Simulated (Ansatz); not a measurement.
BSiH4I: several calculations on one system

## 1. Relaxation

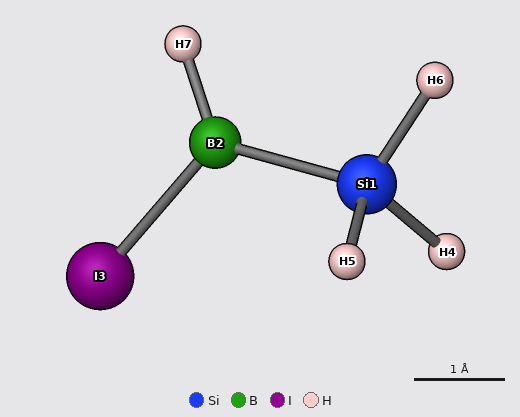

Starting structure of BSiH4I. Style: ball-and-stick. Shown at a tilt.

Level of theory: Ansatz, RKS PBE0-D4/def2-TZVP.

Input file:
```yaml
crystal:
  periodic: [false, false, false]
  atoms:
    - {symbol: Si, position_ang: [-0.684360, 0.485020, -0.196700]}
    - {symbol: B, position_ang: [0.837640, -0.538590, 0.525070]}
    - {symbol: I, position_ang: [2.058190, -1.690010, -0.734020]}
    - {symbol: H, position_ang: [-1.669740, -0.397210, -0.840120]}
    - {symbol: H, position_ang: [-0.254920, 1.438410, -1.230610]}
    - {symbol: H, position_ang: [-1.410930, 1.260480, 0.814900]}
    - {symbol: H, position_ang: [1.124120, -0.558100, 1.661500]}
basis:
  gaussian: {orbitals: def2-TZVP}
hamiltonian: {xc: pbe0, dispersion: d4}
relax: {f_tol: 0.005, max_steps: 200}
```

Question: Predict the outcome.

Answer: Over 28 accepted moves (33 points after the start) the energy falls by 0.049 eV. The largest force component goes from 0.46 to 0.00099 eV/Å. The line search rejected the trial steps at points 14, 15, 18, 21, 27 of the run. The forces were under the threshold at step 5, but the run went on from there. I3 moves most after the best rigid fit: 0.86 Å. By element the largest moves are I 0.86 Å, H 0.80 Å, B 0.16 Å, Si 0.05 Å. Near-neighbour distances that change, for instance: Si1–B2 1.971 → 2.007 Å, Si1–H4 1.471 → 1.491 Å, B2–H7 1.172 → 1.192 Å, B2–I3 2.098 → 2.105 Å. Among the angles between lasting bonds that change: B2–Si1–H6 113.9° → 108.9°, H4–Si1–H5 106.1° → 109.1°, B2–Si1–H4 111.5° → 108.9°. Groups turn about Si1–B2 by about 60°.

The structure at the end:

```xyz
7

Si   -0.7008    0.5018   -0.2454
B     0.7538   -0.6674    0.4919
I     2.5393   -1.0004   -0.5727
H    -1.9531   -0.2994   -0.3574
H    -0.3692    1.0744   -1.5751
H    -0.9591    1.6134    0.7141
H     0.6890   -1.2223    1.5446
```

After the run, drawn alike:

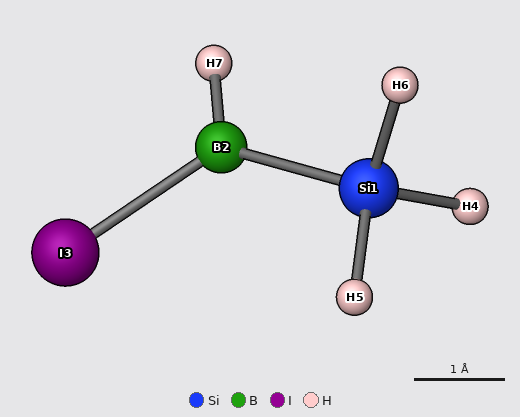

## 2. A change

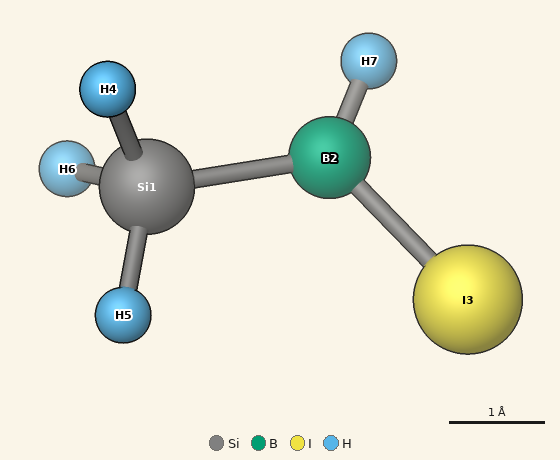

The starting point is BSiH4I. The picture is a ball-and-stick view, seen at a tilt.

These are results of Ansatz, RHF-CCSD(T), frozen core/def2-TZVPP, not measurements. 

The variant: All atoms are moved at random (σ = 0.02 Å) from the PBE0-D4/def2-TZVP minimum.

Input
```yaml
crystal:
  periodic: [false, false, false]
  atoms:
    - {symbol: Si, position_ang: [-0.688758, 0.515460, -0.241057]}
    - {symbol: B, position_ang: [0.769254, -0.635162, 0.482135]}
    - {symbol: I, position_ang: [2.526733, -0.975583, -0.582014]}
    - {symbol: H, position_ang: [-1.968916, -0.301264, -0.354218]}
    - {symbol: H, position_ang: [-0.367665, 1.067581, -1.577096]}
    - {symbol: H, position_ang: [-0.992408, 1.620012, 0.706555]}
    - {symbol: H, position_ang: [0.697807, -1.227824, 1.577614]}
basis:
  gaussian: {orbitals: def2-TZVPP}
correlation: {method: ccsd_t}
output: {forces: true}
```

Question: What is the effect?

Answer: The energy rises by 0.057 eV. The largest force is 1.5 eV/Å, on B2. The forces mostly point back along the displacements (cosine −0.76). At other levels of theory the same distortion costs 0.040 eV (RKS PBE-D4/def2-TZVPP), 0.053 eV (RKS r2SCAN-D4/def2-TZVPP), 0.051 eV (RKS PBE0-D4/def2-TZVPP), 0.062 eV (RKS wB97M-V/def2-TZVPP). Among the bonded contacts that change: B2–H7 1.192 → 1.248 Å, Si1–H4 1.491 → 1.523 Å, B2–I3 2.105 → 2.083 Å, Si1–B2 2.007 → 1.993 Å.

## 3. A change

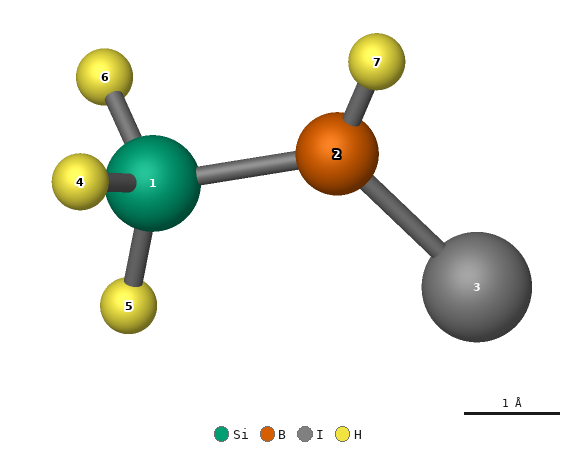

The starting point is BSiH4I. A ball-and-stick model, seen at a tilt.

Theory: Ansatz, RKS r2SCAN-D4/def2-TZVPP. 

Change: All atoms are moved at random (σ = 0.09 Å) from the PBE0-D4/def2-TZVP minimum.

Question: What is the effect?

Answer: It costs 67.0 kJ/mol. The largest force is 4.8 eV/Å, on Si1. The forces point partly back along the displacements (cosine −0.64). At other levels of theory the same distortion costs 61.3 kJ/mol (RKS PBE-D4/def2-TZVPP), 66.2 kJ/mol (RKS PBE0-D4/def2-TZVPP), 70.3 kJ/mol (RKS wB97M-V/def2-TZVPP), 72.6 kJ/mol (RHF-CCSD(T), frozen core/def2-TZVPP). Among the bonded contacts that change: Si1–B2 2.007 → 1.871 Å, B2–I3 2.105 → 1.982 Å, Si1–H5 1.485 → 1.562 Å, Si1–H6 1.491 → 1.561 Å. Bond angles that change, for instance: B2–Si1–H4 108.9° → 122.3°, H5–Si1–H6 109.1° → 98.3°.

Drawn alike, the variant:

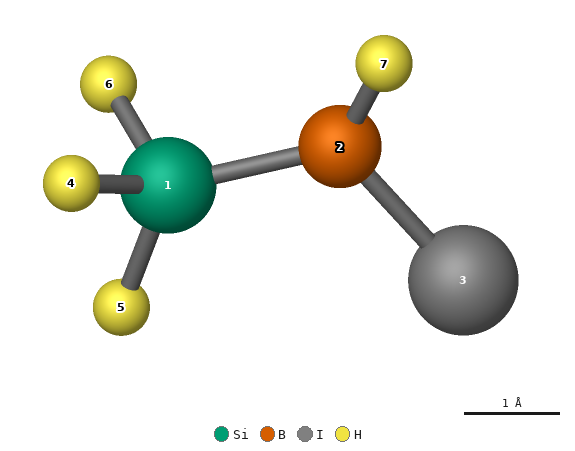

## 4. Distortion

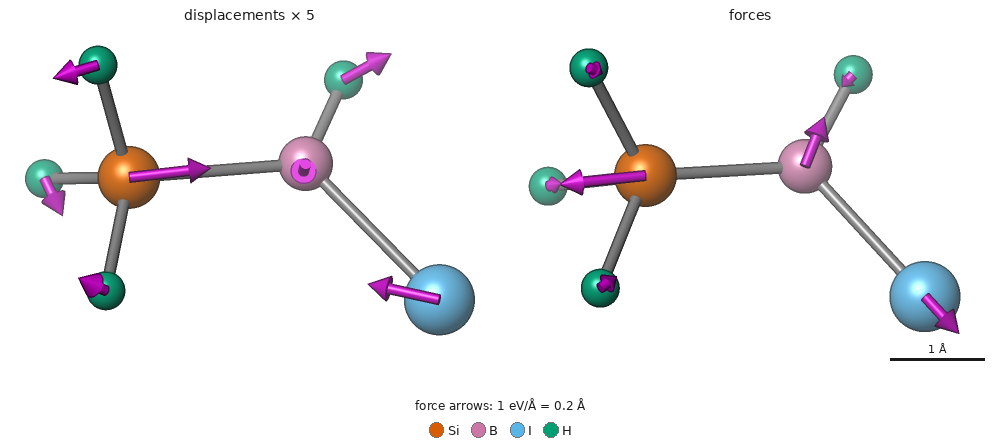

Left: BSiH4I, with purple arrows for the displacements applied to it. Right: the displaced structure with the computed forces. A ball-and-stick model, seen at a tilt.

All numbers below come from RKS r2SCAN-D4/def2-TZVPP (Ansatz). 

Question: Describe the distortion and the response.

Answer: All atoms are moved at random (σ = 0.09 Å) from the PBE0-D4/def2-TZVP minimum. It costs 0.694 eV. The largest force is 4.8 eV/Å, on the Si atom. The forces point partly back along the displacements (cosine −0.64). At other levels of theory the same distortion costs 0.635 eV (RKS PBE-D4/def2-TZVPP), 0.686 eV (RKS PBE0-D4/def2-TZVPP), 0.728 eV (RKS wB97M-V/def2-TZVPP), 0.752 eV (RHF-CCSD(T), frozen core/def2-TZVPP). Near-neighbour distances before and after: B–Si 2.007 → 1.871 Å, B–I 2.105 → 1.982 Å, H–Si 1.489 → 1.547 to 1.562 Å, B–H 1.192 → 1.228 Å. Among the angles between lasting bonds that change: B–Si–H 108.9° → 122.3°, H–Si–H 109.1° → 98.3°.
